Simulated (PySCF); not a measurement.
# C5H13NSi2: what the fields show

```yaml
atoms:
  - { symbol: C, position_ang: [-0.4943, 2.0316, 1.7337] }
  - { symbol: C, position_ang: [-0.9108, 0.8366, 1.3273] }
  - { symbol: N, position_ang: [-0.3902, 0.1532, 0.2661] }
  - { symbol: C, position_ang: [-0.8873, -1.1285, -0.2151] }
  - { symbol: C, position_ang: [-2.2845, -1.0302, -0.8089] }
  - { symbol: C, position_ang: [0.2118, -1.3742, -1.2594] }
  - { symbol: Si, position_ang: [0.9615, 0.3352, -0.8154] }
  - { symbol: Si, position_ang: [3.0168, 0.4878, 0.2181] }
  - { symbol: H, position_ang: [0.2934, 2.5530, 1.2163] }
  - { symbol: H, position_ang: [-0.9285, 2.5141, 2.5890] }
  - { symbol: H, position_ang: [-1.7085, 0.3199, 1.8503] }
  - { symbol: H, position_ang: [-0.8855, -1.8749, 0.5902] }
  - { symbol: H, position_ang: [-2.5849, -1.9918, -1.2193] }
  - { symbol: H, position_ang: [-2.2947, -0.2854, -1.6018] }
  - { symbol: H, position_ang: [-3.0069, -0.7365, -0.0499] }
  - { symbol: H, position_ang: [0.8242, -2.2425, -1.0316] }
  - { symbol: H, position_ang: [-0.1820, -1.4971, -2.2639] }
  - { symbol: H, position_ang: [0.6838, 1.3376, -1.8681] }
  - { symbol: H, position_ang: [3.8861, 1.3900, -0.5426] }
  - { symbol: H, position_ang: [3.7226, -0.7962, 0.3021] }
  - { symbol: H, position_ang: [2.9490, 1.0151, 1.5826] }
```

Geometry: GFN2-xTB.

Computed with PBE0/pcSseg-1, SCF density, gas phase, non-relativistic (PySCF 2.14.0).

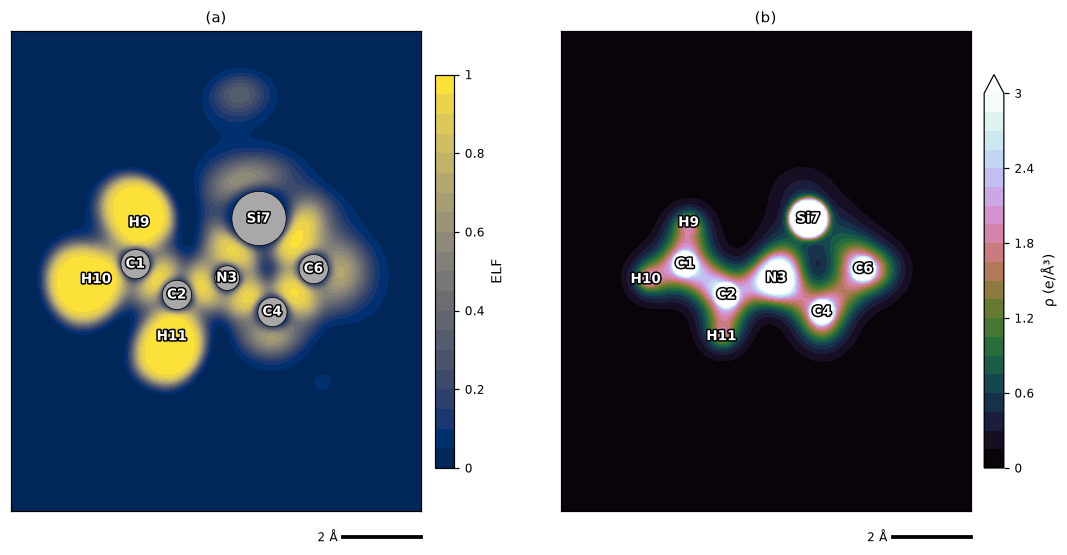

Figure 1. (a) ELF; (b) electron density on the plane of atoms C4, N3 and Si7. Grey discs cover the atomic cores in the ELF map.

What does the map show?

Answer. The plane passes through C, N, Si and H nuclei.
C–C (1.33 Å): ρ at the midpoint is about 2.3 e/Å³; the ELF peaks at about 0.95 between the atoms; a short, multiple covalent bond.
C–N (1.37 Å): the density is about 2.3 e/Å³ at the midpoint; the ELF peaks at about 0.90 between the atoms, as expected for a covalent bond.
Si–N (1.74 Å): ρ at the midpoint is about 1 e/Å³; the ELF peaks at about 0.90 between the atoms (a shared but strongly polarised pair).
C–Si (1.92 Å): the density is about 0.87 e/Å³ at the midpoint; the ELF peaks at about 0.95 between the atoms: a shared electron pair.
C–H (1.07 Å): ρ at the midpoint is about 2 e/Å³; the ELF climbs to about 1 towards the hydrogen, as it does in any bond to H: a covalent bond by its length.

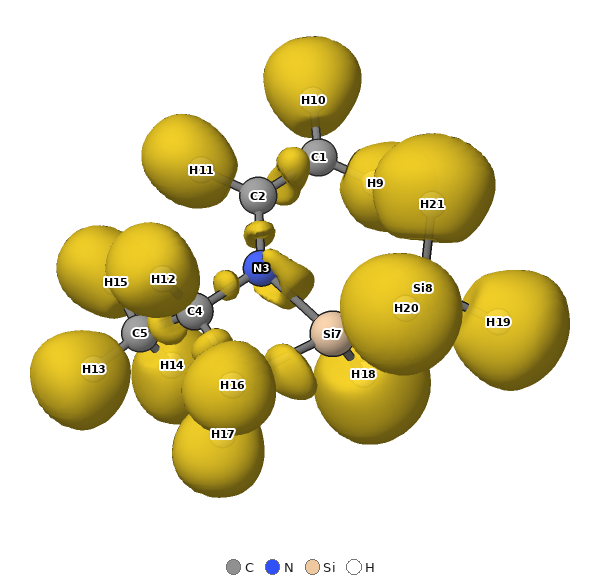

Figure 2. Isosurface of the electron localisation function at 0.85 (yellow), seen at a tilt. Core shells and regions of very low density are left out.

What do the ELF domains correspond to?

Answer. The surface consists of three regions between bonded C–C atoms (shared pairs), two regions between bonded C–N atoms (shared pairs), one region between bonded C–Si atoms (shared pairs), one region between bonded N–Si atoms (shared pairs), one region between bonded Si–Si atoms (shared pairs) and 13 regions around hydrogen nuclei.

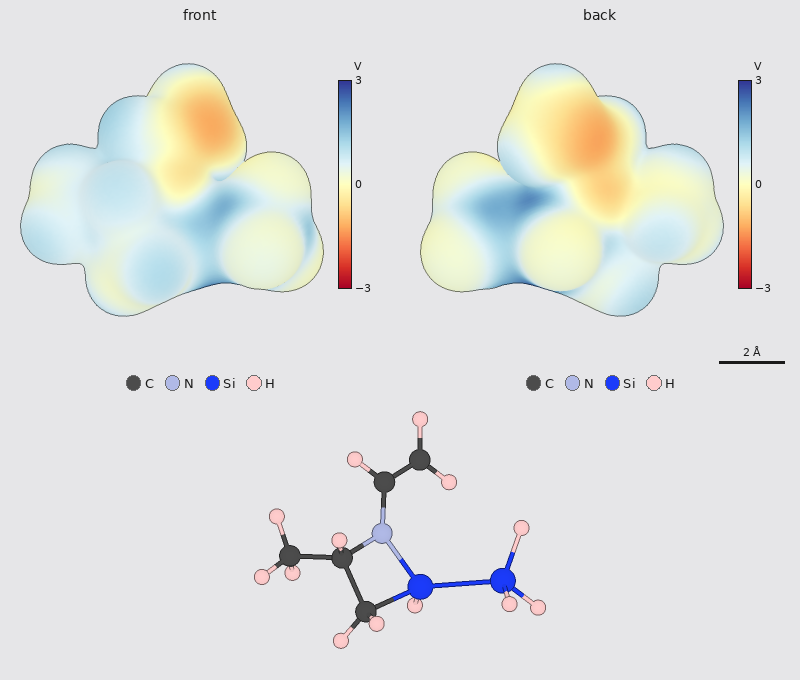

Figure 3. The electrostatic potential painted on the density surface at 0.004 e/bohr³, seen from the front and from behind; the colour scale runs from red (negative) to blue (positive). The bare structure is drawn below in the same view.

Describe the electrostatic potential map.

Answer. The most negative region (about −1.2 V, or −28 kcal/mol for a unit charge) lies over the π face of C1 and C2, the most positive (about +2.2 V, or +51 kcal/mol for a unit charge) over Si7.

What dipole moment does the calculation give?

Answer. Its dipole moment is 1.67 D.
